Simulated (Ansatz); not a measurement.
# Calculations on C2H11PSi3

## 1. Relaxation

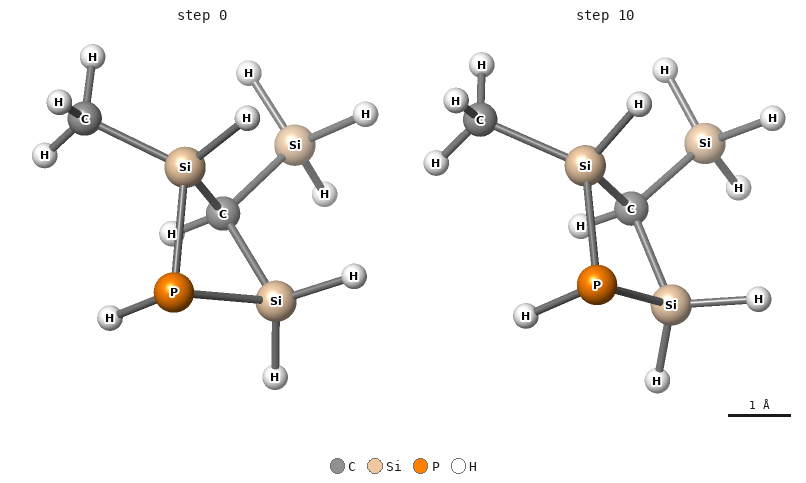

The structure of C₂H₁₁PSi₃ before (left) and after (right) a relaxation, at one scale.

A ball-and-stick model, seen at a tilt.

The run prepares an end point of a later path (hydrogen shift) calculation, from a guessed geometry.

Method: UKS PBE/STO-3G in Ansatz 0.2.0. Set-up: collinear spin; force threshold 0.02 eV/Å; at most 50 steps.

Q: What changed between the two?

A: Over 10 geometry steps the energy falls by 25.6 kcal/mol. The largest force component goes from 3.8 to 0.0055 eV/Å. An H atom moves most after the best rigid fit: 0.61 Å. By element the largest moves are H 0.61 Å, P 0.46 Å, Si 0.24 Å, C 0.14 Å. Some distances before and after: P–Si 2.172 → 2.248 Å, C–Si 1.946 → 1.877 Å, C–H 1.173 → 1.104 Å, C–Si 1.978 → 1.909 Å. Among the angles between lasting bonds that change: Si–P–H 100.7° → 90.8°, H–Si–H 117.3° → 107.5°, C–Si–H 107.1° → 114.9°. The run took 71 s on 1 thread of Arm Neoverse V2, on a shared host, peak memory 0.18 GiB.

Limits of the set-up: STO-3G is a minimal basis, so the numbers are rough.

## 2. Relaxation

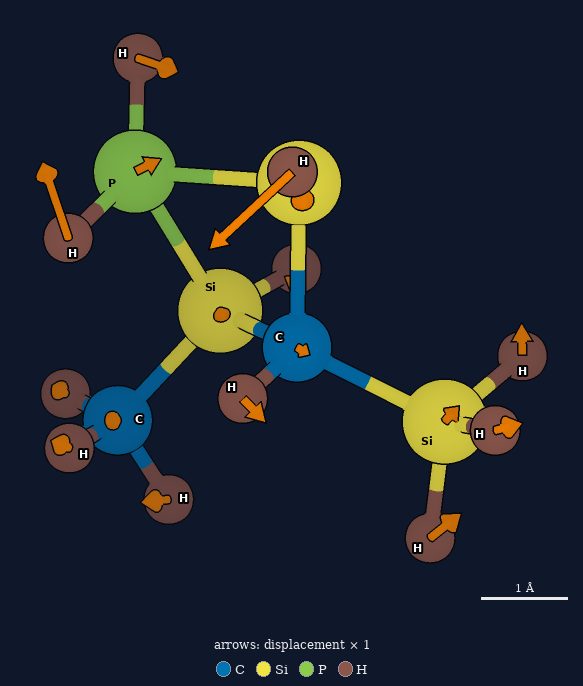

This is a relaxation of C₂H₁₁PSi₃. The starting structure is drawn; orange arrows show the displacements, at their true length. The two geometries are superimposed by the best rigid fit.

The picture is a ball-and-stick view, seen at a tilt.

The run prepares an end point of a later path (hydrogen shift) calculation, from a guessed geometry.

Method: UKS PBE/STO-3G (Ansatz). Settings: collinear spin; force threshold 0.02 eV/Å; at most 50 steps.

> Which element moves most?

Hydrogen: up to 1.36 Å, against 0.74 Å for silicon.

> What happened in the run?

An H atom moves most after the best rigid fit: 1.36 Å. By element the largest moves are H 1.36 Å, Si 0.74 Å, P 0.36 Å, C 0.29 Å. Near-neighbour distances that change, for instance: Si–Si 2.720 → 3.021 Å, P–Si 2.172 → 2.434 Å, C–H 1.173 → 1.103 Å, C–Si 1.946 → 1.878 Å. Among the angles between lasting bonds that change: H–P–H 137.1° → 97.3°, Si–P–H 100.7° → 134.9°, P–Si–H 113.9° → 87.5°. After 20 accepted moves (21 points after the start) the energy has fallen by 270.7 kJ/mol. The largest force component goes from 4.5 to 0.013 eV/Å. The line search rejected the trial step at point 19 of the run.

Limits of the set-up: STO-3G is a minimal basis, so the numbers are rough.

## 3. Path

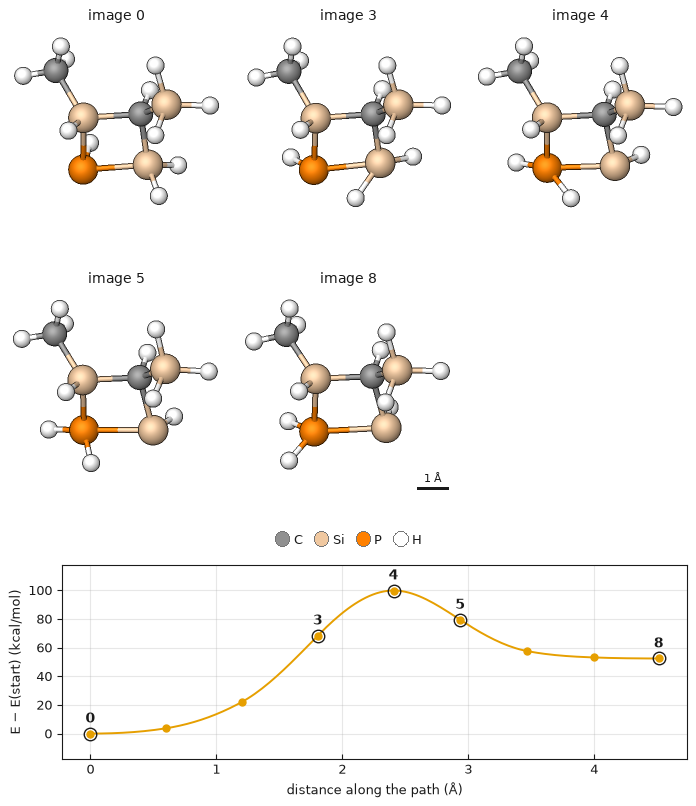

A search for the minimum-energy path of C₂H₁₁PSi₃ by the nudged elastic band. Images are numbered from 0 (start) to 8 (end). A ball-and-stick model, seen from a free direction.

Computed with UKS PBE/STO-3G (Ansatz). Run with 7 movable images; climbing image; force threshold 0.05 eV/Å; iteration limit 25; starting path through a guess of the saddle point.

### What happens along the path, and what is the barrier?

The highest point, image 4, lies 99.8 kcal/mol above the start and 47.4 kcal/mol above the end; the end is at +52.4 kcal/mol relative to the start. A hydrogen atom shifts from one atom to another. Breaking: H–Si (1.46 → 3.42 Å). Forming: H–P (3.10 → 1.41 Å). The band is converged. At the top, the vibrational analysis gives one imaginary mode (1130i cm⁻¹), as a transition state must have.

Limits of the set-up: STO-3G is a minimal basis, so the numbers are rough.
